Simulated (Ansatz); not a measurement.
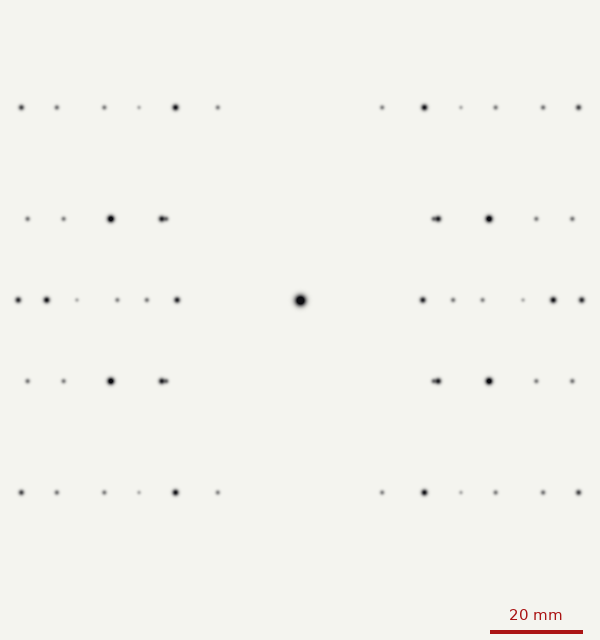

Simulated X-ray rotation photograph: Cu Kα radiation (λ = 1.5418 Å), cylindrical film of radius 57.3 mm unrolled, rotation axis vertical and normal to the beam, kinematic intensities without Lorentz or polarisation factors, the film spanning ±63° about the beam; spots down to d = 1.39 Å.

**What lattice repeat along the rotation axis do the layer lines give?**

The first layer line lies 17.8 mm from the equator, so tan ν = 0.311, sin ν = 0.297 and the period is λ/sin ν = 5.19 Å. Further lines follow at 42.3 mm.

The crystal is Mo3P2, space group P-62m (No. 189), a = 5.19 Å, c = 3.30 Å (hexagonal axes). Structure: the geometry relaxed with DFT PBE, scalar-relativistic, plane waves, PAW (Ansatz); the starting structure was generated, so it need not be a known form of this composition.

**About which axis was it rotated?**

About [100] (or an equivalent direction), whose length in the conventional cell is 5.194 Å.
